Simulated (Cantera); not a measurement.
Feed: 1 mol SiH2Cl2, 0.91 mol O2, held at 24000 Pa.

Cantera equilibrium calculation (NASA polynomials, part measured and part estimated; ideal gas, pure solids and liquids). Candidate condensed phases: H2O, Si, SiO2; 30 gas species. The tables' values for SiCl3 are old estimates; treat these amounts as uncertain. The tables hold silica as quartz up to 1696 K and as liquid above; real silica turns to tridymite and cristobalite and melts near 1996 K. The numbers say what is thermodynamically allowed, not how fast it happens.

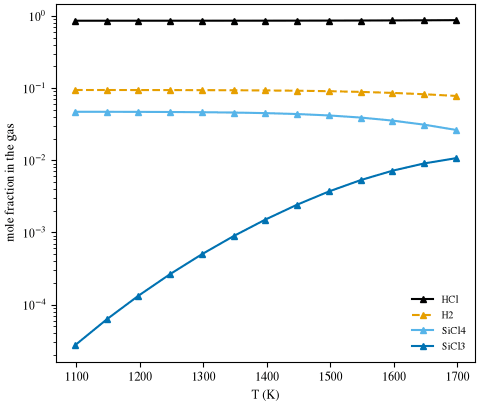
Fig. 1. Equilibrium gas composition (values under 1e-9 drawn at 1e-9)

From 1098 K to 1648 K the condensed part is SiO2(β-quartz). At 1698 K the condensed part is SiO2(condensed). The main Si-bearing gas is SiCl4 throughout.
